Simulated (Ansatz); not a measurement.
## Electronic structure of C2H7FSi···H2 in real space

Input file:

```
crystal:
  periodic: [false, false, false]
  atoms:
    - { symbol: Si, position_ang: [0.112239, 0.381035, 0.057161] }
    - { symbol: H, position_ang: [2.044387, -0.35633, 1.834589] }
    - { symbol: C, position_ang: [-0.30436, -1.402781, 0.30512] }
    - { symbol: C, position_ang: [-1.034335, 1.21606, -1.127139] }
    - { symbol: H, position_ang: [0.149718, 1.135224, 1.34805] }
    - { symbol: H, position_ang: [2.460889, -0.266961, 1.274741] }
    - { symbol: F, position_ang: [1.625251, 0.466871, -0.60414] }
    - { symbol: H, position_ang: [-0.162472, -1.968663, -0.627707] }
    - { symbol: H, position_ang: [-1.357313, -1.521318, 0.607258] }
    - { symbol: H, position_ang: [0.317473, -1.874947, 1.078334] }
    - { symbol: H, position_ang: [-0.712713, 2.248062, -1.338225] }
    - { symbol: H, position_ang: [-1.080025, 0.677411, -2.086393] }
    - { symbol: H, position_ang: [-2.05854, 1.266335, -0.721851] }
basis:
  gaussian: { orbitals: def2-mTZVP }
hamiltonian:
  xc: lda
relax:
  f_tol: 0.03
  max_steps: 50
output:
  orbitals: {}
```

Run with:

```sh
ansatz run input.yaml --threads 2 --pin off --max-ram 3072MiB --backend cpu --events-out ev --progress --plain --runs-dir out
```

The fields are those of the run's last geometry, not of the input's.

Level of theory: RKS LDA/def2-mTZVP (Ansatz 0.2.0).

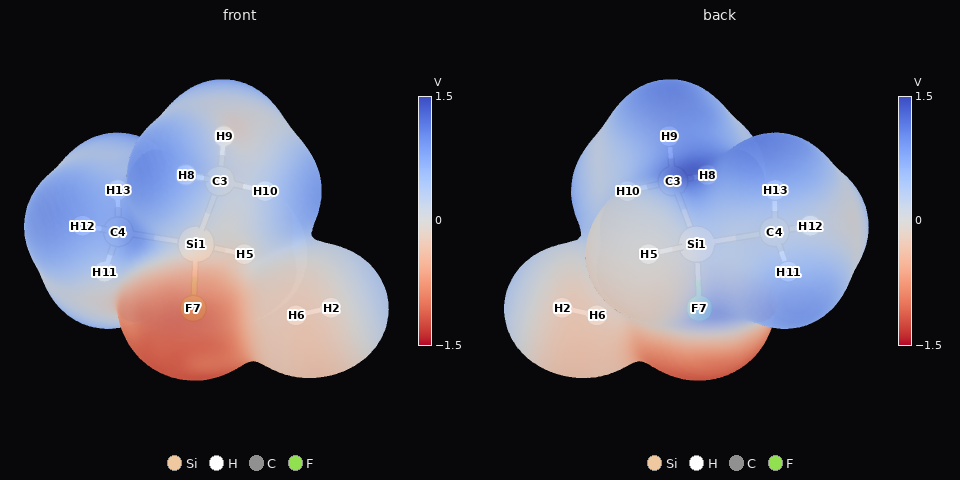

Figure 1. The electrostatic potential painted on the density surface at 0.002 e/bohr³, seen from the front and from behind; red is negative and blue positive.

Question: Where is the surface potential most negative and most positive?

Answer: The most negative region (about −1.1 V, or −25 kcal/mol for a unit charge) lies over F7, the most positive (about +1.2 V, or +28 kcal/mol for a unit charge) over Si1.

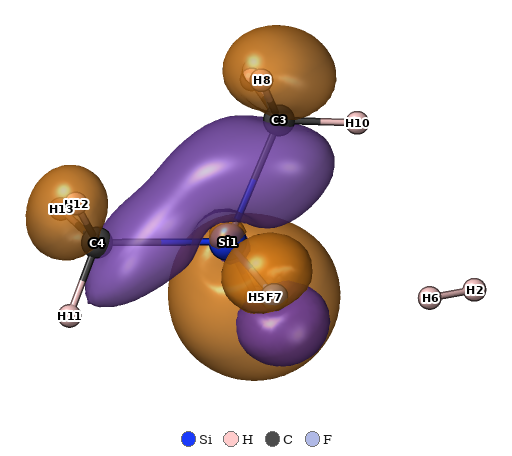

Figure 2. The HOMO at ±0.1 Å⁻³ᐟ² (orange and purple are the two phases), seen across its widest extent.

Question: What is the character of this orbital?

Answer: It lies mainly on H5 (about 30 %), Si1 (about 25 %), C3 (about 15 %), F7 (about 10 %) and C4 (about 5 %). Its energy is −7.67 eV.

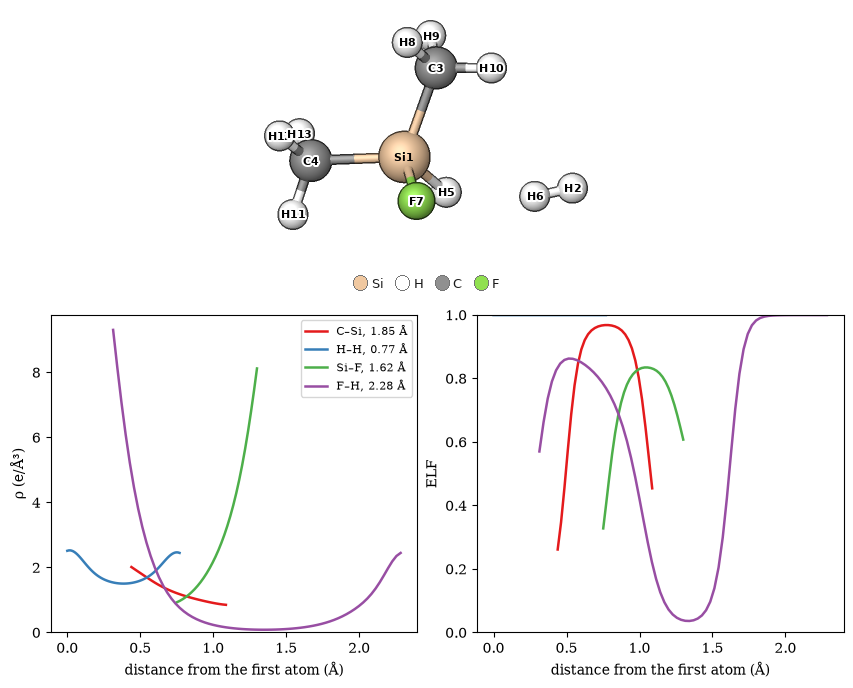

Figure 3. Total electron density and electron localisation function along straight lines between neighbouring atoms. The curves leave out the atomic cores. The structure is drawn too.

Question: What can be read from the curves?

Answer: C–Si (1.85 Å): ρ is about 0.98 e/Å³ halfway; the ELF peaks at about 0.95 between the atoms, as expected for localised, covalent bonding.
H–H (0.77 Å): ρ is about 1.5 e/Å³ halfway; the ELF peaks at about 1 between the atoms.
Si–F (1.62 Å): ρ is about 1.1 e/Å³ halfway; the ELF peaks at about 0.85 in the valence shell of F, 0.6 Å from its nucleus, and is about 0.55 at the midpoint.
F7···H6 (2.28 Å): the density falls to about 0.08 e/Å³ on the way; the ELF dips to about 0.05 between them.
